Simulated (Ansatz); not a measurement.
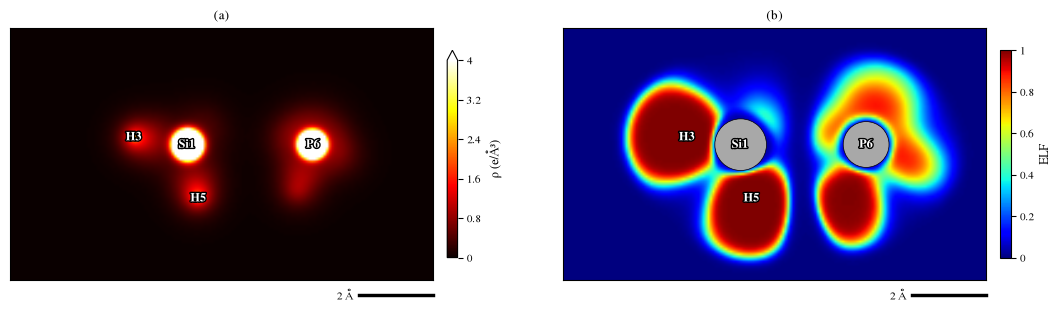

Figure 1: SiH4···PH3. (a) total electron density; (b) ELF on the plane of atoms H3, Si1 and H5. Grey discs cover the atomic cores in the ELF map.

Not at a stationary point (largest force 0.8 eV/Å).

Method: RHF/def2-SVP (Ansatz 0.2.0).

Input

```
crystal:
  periodic: [false, false, false]
  atoms:
    - { symbol: Si, position_ang: [0.0, 0.0, 0.0] }
    - { symbol: H, position_ang: [0.0, 0.0, 1.81] }
    - { symbol: H, position_ang: [1.3768, 0.0, -0.4862] }
    - { symbol: H, position_ang: [-0.6877, 1.1914, -0.4862] }
    - { symbol: H, position_ang: [-0.6877, -1.1914, -0.4862] }
    - { symbol: P, position_ang: [-2.3535, 0.0, 0.782] }
    - { symbol: H, position_ang: [-3.1199, -0.8853, -0.0213] }
    - { symbol: H, position_ang: [-2.4033, -0.4268, 2.1354] }
    - { symbol: H, position_ang: [-0.9491, 0.0, 1.8858] }
basis:
  gaussian: { orbitals: def2-SVP }
hamiltonian:
  xc: hf
relax:
  f_tol: 0.15
  max_steps: 25
  restrain:
    - { distance: [0, 5], at: 3.38, k: 30.0 }
    - { distance: [8, 1], at: 1.86, k: 30.0 }
    - { distance: [0, 1], at: 1.46, k: 30.0 }
    - { distance: [8, 5], at: 1.42, k: 30.0 }
output:
  orbitals: {}
```

Launched as:

```sh
ansatz run input.yaml --threads 1 --pin off --max-ram 2048MiB --backend cpu --events-out ev --progress --plain --runs-dir out
```

The fields are those of the run's last geometry, not of the input's.

Question: What does the map show?

Answer: The section cuts through Si, H and P sites. Si–H (1.48 Å): ρ is about 0.77 e/Å³ halfway; the ELF climbs to about 1 towards the hydrogen, as it does in any bond to H. The ELF also peaks beside P6, away from the bonds: lone-pair regions.
